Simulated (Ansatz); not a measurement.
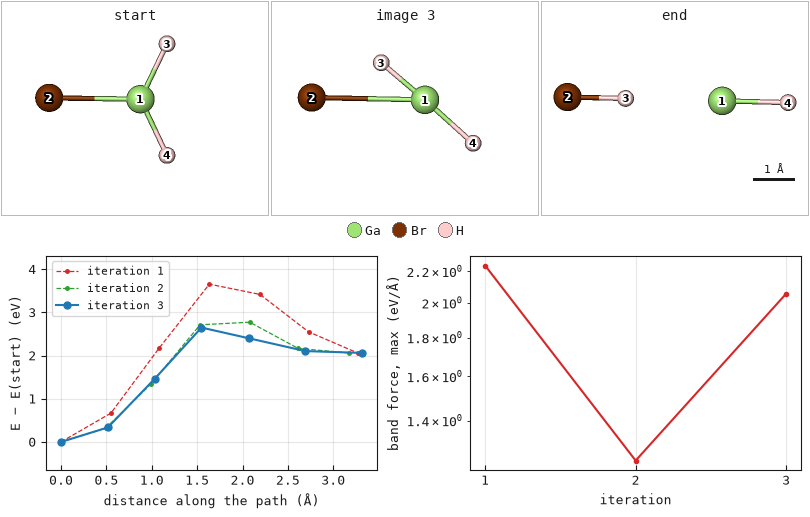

A nudged-elastic-band calculation for GaH2Br. Images are numbered from 0 (start) to 6 (end). The plot follows the band through its iterations. The picture is a ball-and-stick view, seen face on.

The calculation used RKS PBE0-D4/def2-SVP (Ansatz 0.2.0). Set-up: 5 movable images; climbing image.

Did the band converge, and can the barrier be trusted?

The result isn't final. The band hadn't converged when the run stopped after 3 iterations. The largest component of the band force went from 2.2 to 2.1 eV/Å. The barrier read from it is provisional. The settings are unsound (too few iterations), so the numbers of this run aren't to be trusted. The first iteration put the highest image at 3.65 eV. Forward barrier 2.65 eV, backward barrier 0.59 eV, with image 3 at the top; the reaction energy is +2.06 eV.

Cost: 18 s on 2 threads of Arm Neoverse V2 (shared host).
